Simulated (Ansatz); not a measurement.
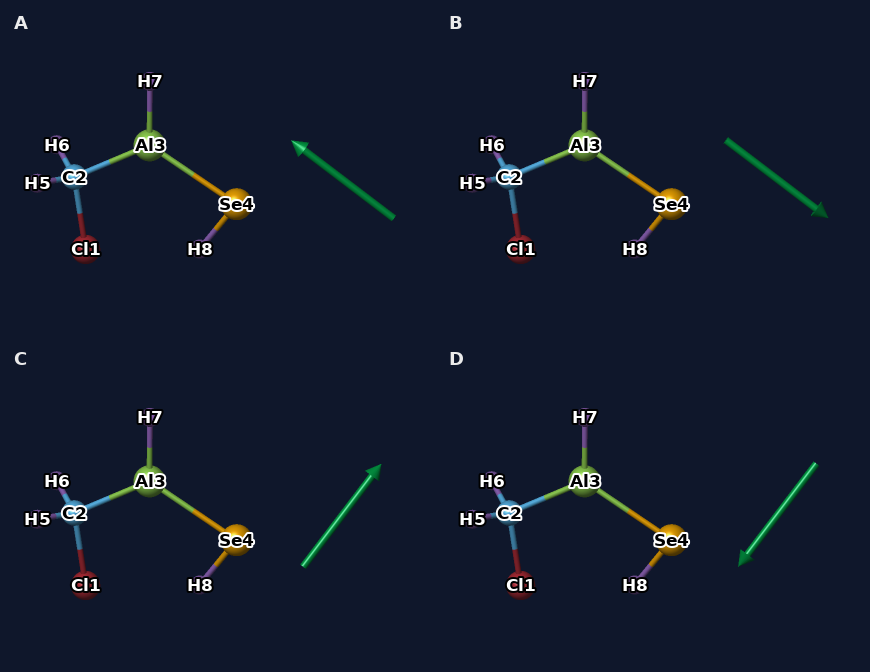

The same molecule four times, each with an arrow. Computed geometry: PBE-D4/def2-SVP optimisation. No frequency run is at hand to confirm it as a minimum. Method: RKS PBE-D4/def2-SVP (Ansatz 0.2.0).

> Which arrow points along the dipole moment, from the negative to the positive end?

A. The dipole moment is 1.67 D; it points from the side of Se4, H8 to the side of H5, H6 (the outermost atoms at the two ends).
